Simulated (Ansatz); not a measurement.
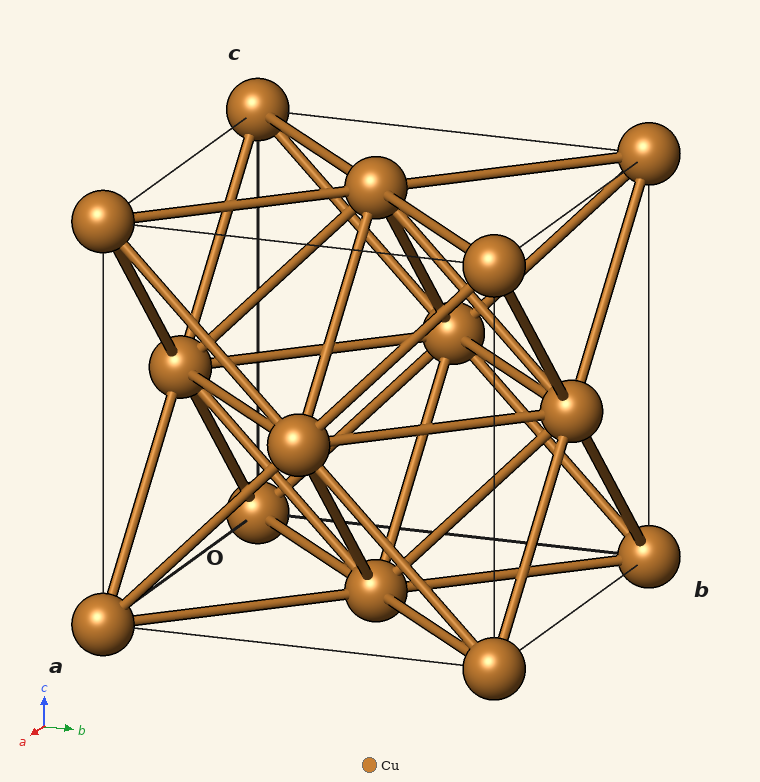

For Cu, the input geometry of an electronic-structure calculation (not necessarily at equilibrium): one unit cell is drawn above. The drawing is computed from the coordinates (standard cell, symmetry found to 0.002 Å).

```xyz
4
Lattice="3.6725 0.0000 0.0000 0.0000 3.6725 0.0000 0.0000 0.0000 3.6725" Properties=species:S:1:pos:R:3 pbc="T T T"
Cu    0.0000    0.0000    0.0000
Cu    0.0000    1.8363    1.8363
Cu    1.8363    0.0000    1.8363
Cu    1.8363    1.8363    0.0000
```

> What is its point group?

m-3m (Oh), order 48, cubic system: three fourfold axes, four threefold axes, six twofold axes, nine mirror planes, an inversion centre.

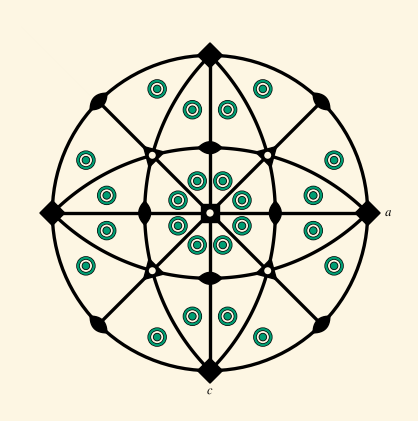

Stereographic projection: filled dots lie in the upper hemisphere, open rings in the lower; heavy lines are mirror planes (a heavy rim: a mirror in the plane of the page); lens, triangle, square and hexagon are 2-, 3-, 4- and 6-fold axes, a lens in an open square is −4, a triangle in an open hexagon −6; thin dashed diameters join the ends of axes that lie in the page; a small open circle marks inversion. The poles are one general form. The b axis points at the viewer.

> What does this class allow?

Class m-3m is centrosymmetric, so neither piezoelectric nor pyroelectric; it is not chiral. Its Laue class is m-3m.
